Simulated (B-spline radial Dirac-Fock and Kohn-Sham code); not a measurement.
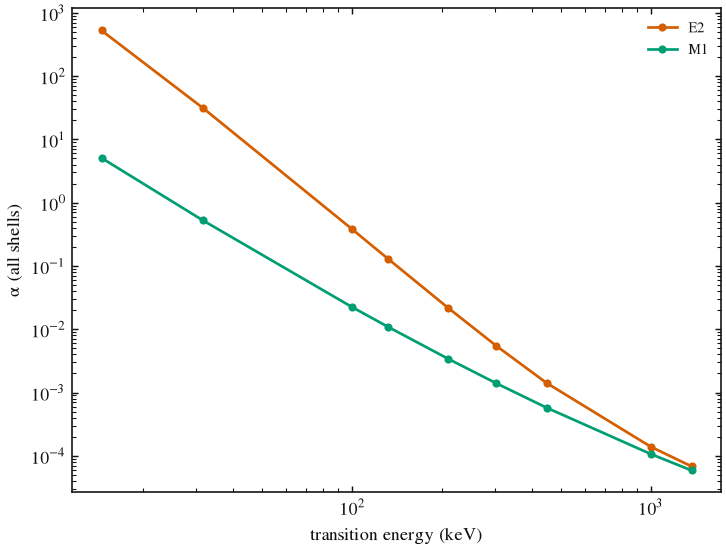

Total internal conversion coefficients against transition energy, at the marked points and joined by straight lines (also across edges). The total sums all shells and leaves out internal pair formation. It refers to vanadium (Z = 23). Method: a Dirac–Hartree–Slater potential of the neutral atom, no hole, surface-current nucleus (computed with a radial B-spline solver).

E2 goes from 527 at 14.5 keV to 6.79 × 10⁻⁵ at 1370 keV; M1 goes from 5.09 at 14.5 keV to 5.86 × 10⁻⁵ at 1370 keV.
